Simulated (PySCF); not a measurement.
## Excited-state calculation of C₄H₆NO₃S (charge −1)

System: C₄H₆NO₃S, charge −1.
Method: TDDFT PBE0/def2-SVPD, vertical, gas phase, core orbitals frozen in the response (PySCF 2.14.0).

The geometry comes from this level: GFN2-xTB.

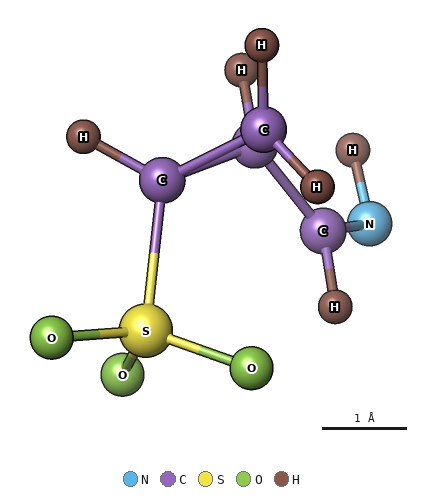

**Figure 1.** The structure (ball-and-stick view, seen at a tilt).

**Key numbers**

| quantity | value |
| --- | --- |
| outcome | converged |
| total energy | −833.598475 hartree |
| HOMO | −2.77 eV |
| LUMO | 3.52 eV |
| mean polarisability | 88.96 a.u. |
| lowest singlet excitation | 5.27 eV |
| hardware | 1 CPU thread, shared host |
| wall time | 55 s |
| peak memory | 0.98 GiB |

**Input file**
```
{"job": {"kind": "uv", "xc": "PBE0", "basis": "def2-SVPD", "nstates": 6, "ntriplets": 2}, "charge": -1, "multiplicity": 1}
N     -2.261245    -1.310633     0.847888
C     -1.237485    -0.860975     0.259712
C     -0.770159     0.528917     0.261878
C     -0.167062     1.105835    -1.000658
C      0.701099     0.807950     0.154510
S      1.788988    -0.653810    -0.011618
O      1.356502    -1.319163    -1.238288
O      1.553994    -1.424248     1.202037
O      3.123171    -0.067935    -0.095044
H     -2.760392    -0.601873     1.395522
H     -0.641173    -1.550845    -0.325203
H     -1.367699     1.205390     0.876353
H     -0.408031     2.129584    -1.262083
H     -0.060546     0.429180    -1.836104
H      1.145623     1.590616     0.749183
```

The first line tells a small driver script what to run in PySCF; the rest is the geometry in Å.

Run as:
```bash
OMP_NUM_THREADS=1 python <driver script> task.json out
```

**What the program printed**
```
coarse grid: 14008 points
cycle   1  E = -833.1763217871  dE =  2.210e+00  |g| = 1.260e+00  |ddm| = 6.916e+00
cycle   2  E = -832.6078510484  dE =  5.685e-01  |g| = 2.144e+00  |ddm| = 5.579e+00
cycle   3  E = -833.4789025004  dE = -8.711e-01  |g| = 2.023e-01  |ddm| = 3.853e+00
cycle   4  E = -833.4878851227  dE = -8.983e-03  |g| = 8.370e-02  |ddm| = 5.035e-01
cycle   5  E = -833.4893415226  dE = -1.456e-03  |g| = 3.427e-02  |ddm| = 2.768e-01
cycle   6  E = -833.4895911853  dE = -2.497e-04  |g| = 6.113e-03  |ddm| = 1.559e-01
cycle   7  E = -833.4895987350  dE = -7.550e-06  |g| = 1.853e-03  |ddm| = 1.423e-02
final grid: 133432 points
cycle   8  E = -833.5984445611  dE = -3.992e-05  |g| = 1.150e-02  |ddm| = 2.142e-01
cycle   9  E = -833.5984114162  dE =  3.314e-05  |g| = 1.695e-02  |ddm| = 6.427e-02
cycle  10  E = -833.5984739622  dE = -6.255e-05  |g| = 1.873e-03  |ddm| = 3.477e-02
cycle  11  E = -833.5984746681  dE = -7.058e-07  |g| = 2.888e-04  |ddm| = 4.270e-03
cycle  12  E = -833.5984746801  dE = -1.200e-08  |g| = 1.813e-04  |ddm| = 1.108e-03
cycle  13  E = -833.5984746864  dE = -6.292e-09  |g| = 4.046e-05  |ddm| = 3.075e-04
cycle  14  E = -833.5984746867  dE = -3.072e-10  |g| = 1.286e-05  |ddm| = 8.979e-05
```

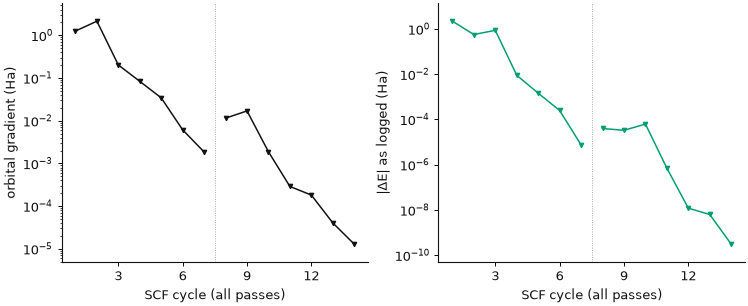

**Figure 2.** Convergence of the self-consistent field: orbital gradient and size of the energy change against the SCF cycle. The dotted line marks the change from a coarse to the final integration grid. The first 7 cycles use a coarse grid, the final grid takes over at cycle 8, and the field converges after 14 cycles in all.

```
converged SCF energy = -833.5984746867

Static polarisability (au): isotropic 88.963, principal 74.395 86.023 106.472

Singlet excitations
state   eV       nm        f      main configurations
  1   5.2671    235.4   0.00104   H->L 0.64, H-1->L 0.21
  2   5.4270    228.5   0.00429   H-1->L 0.43, H->L 0.31, H-4->L 0.08
  3   5.6312    220.2   0.00120   H->L+1 0.93
  4   6.1579    201.3   0.00339   H->L+2 0.81, H->L+4 0.12
  5   6.2115    199.6   0.04418   H-1->L+1 0.28, H-2->L 0.27, H-1->L 0.25
  6   6.2253    199.2   0.01618   H-1->L+1 0.54, H-2->L 0.27

Triplet excitations (Tamm-Dancoff, eV): 4.5889 5.0141
```

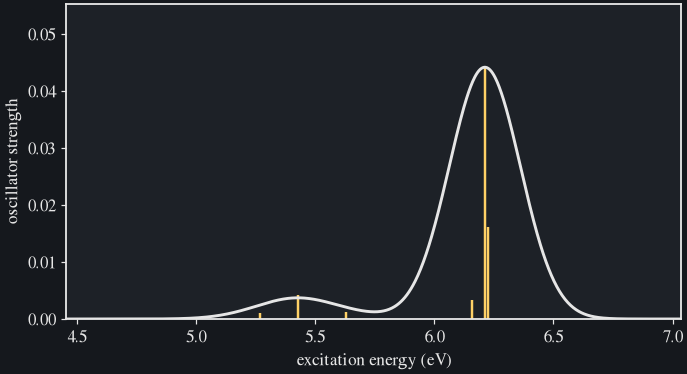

**Figure 3.** Computed excitations as sticks (degenerate states added up, dark ones marked on the axis), with a Gaussian envelope of 0.35 eV full width at half maximum, scaled to the tallest. Of the 6 states the lowest lies at 5.27 eV (f = 0.001); the strongest line is at 6.21 eV, or 200 nm (f = 0.044).

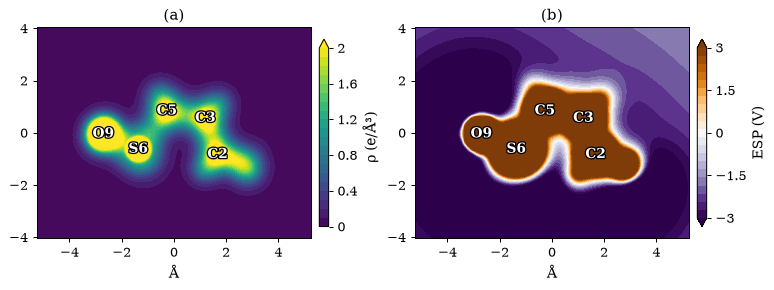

**Figure 4.** (a) electron density; (b) molecular electrostatic potential on the plane of atoms C5, S6 and O9. The section cuts through C, S and O sites. C–C (1.47 Å): ρ is about 1.8 e/Å³ halfway. C–S (1.83 Å): ρ is about 1.3 e/Å³ halfway.

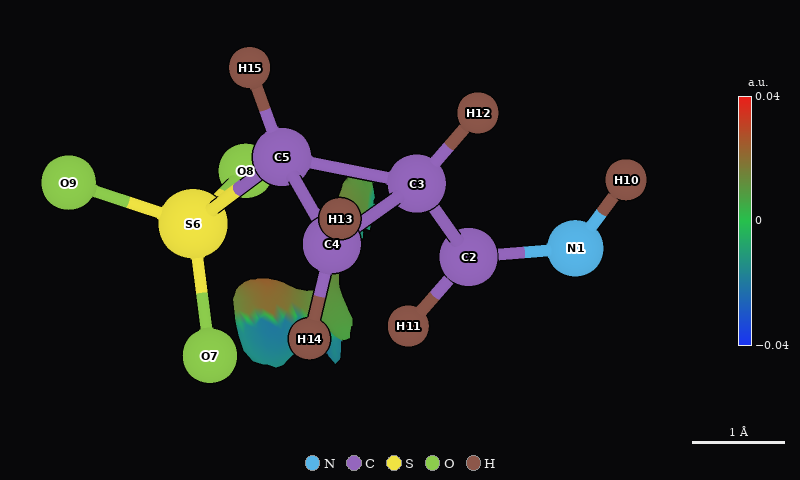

**Figure 5.** Non-covalent interaction (NCI) plot: the surface where the reduced density gradient is 0.5, for densities under 0.05 a.u., coloured by sign(λ₂)ρ; seen from the side.
